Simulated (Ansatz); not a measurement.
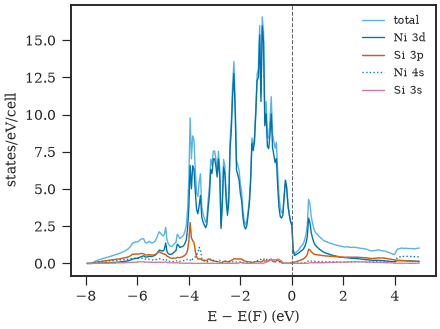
Figure: Total and projected density of states of SiNi3 (Cu3Au type, Pm-3m), PBE in the plane-wave PAW code Ansatz

**Question.** Which orbitals carry the states next to the Fermi level?

**Answer.** Within 0.5 eV of the Fermi level: Ni 3d 91 %. Projections are on Löwdin-orthogonalised atomic valence shells; empty p or d shells of many metals are not among them.

**Question.** Where is the tallest occupied peak in this window, and what makes it?

**Answer.** Near -1.1 eV, about 17 states/eV per cell; the largest projected share is Ni 3d.

The PBE relaxation kept the symmetry of its start. No spin polarisation was allowed.

Potentials: the earlier of the program's two PAW sets.
